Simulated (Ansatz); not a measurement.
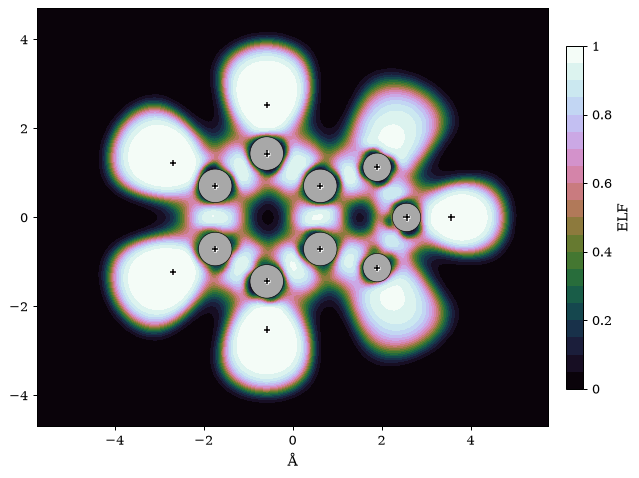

The ELF on a plane through atoms (crosses mark nuclei in the plane; grey discs cover the cores).

Theory: RKS PBE0-D4/def2-TZVPP in Ansatz 0.2.0.

Candidates:
A. Cl₄OW (SMILES [O]=[W]([Cl])([Cl])([Cl])[Cl])
B. C₆H₅N₃ (SMILES c1ccc2n[nH]nc2c1)
C. C₅H₁₀O₂ (SMILES CCC(C)C(=O)O)

Which system is this?

Candidate B: C₆H₅N₃ on the molecular plane, which holds C, N and H. N–N (1.31 Å): the ELF peaks at about 0.85 between the atoms (localised, covalent bonding). C–N (1.34 Å): the ELF peaks at about 0.90 between the atoms: localised, covalent bonding.
